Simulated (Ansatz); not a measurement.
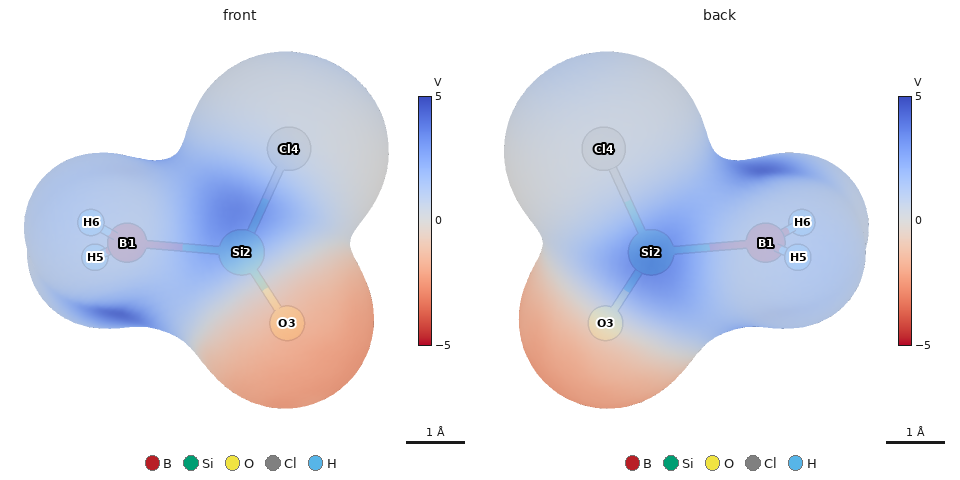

BClH₂OSi (SMILES B[Si](=O)Cl). The electrostatic potential painted on the density surface at 0.004 e/bohr³, seen from the front and from behind; the colour scale runs from red (negative) to blue (positive).

Geometry: PBE0-D4/def2-TZVP.

Computed with Ansatz 0.2.0, RKS PBE0-D4/def2-TZVPP.

```
atom    x (Å)    y (Å)    z (Å)
   B  -0.2965   1.0062  -0.1604
  Si   0.2544  -0.8330   0.3620
   O   0.4632  -1.3577   1.7663
  Cl   0.5011  -1.9291  -1.3367
   H  -1.4521   1.2716  -0.2764
   H   0.5300   1.8419  -0.3548
```

> Where is the surface potential most negative and most positive?

The most negative region (about −2.3 V) lies over O3, the most positive (about +4.1 V) over B1. Cl4 shows a σ-hole: about +0.9 V at the tip opposite its bond, against about +0.3 V on its flanks. O3 is the likeliest acceptor of a hydrogen bond.
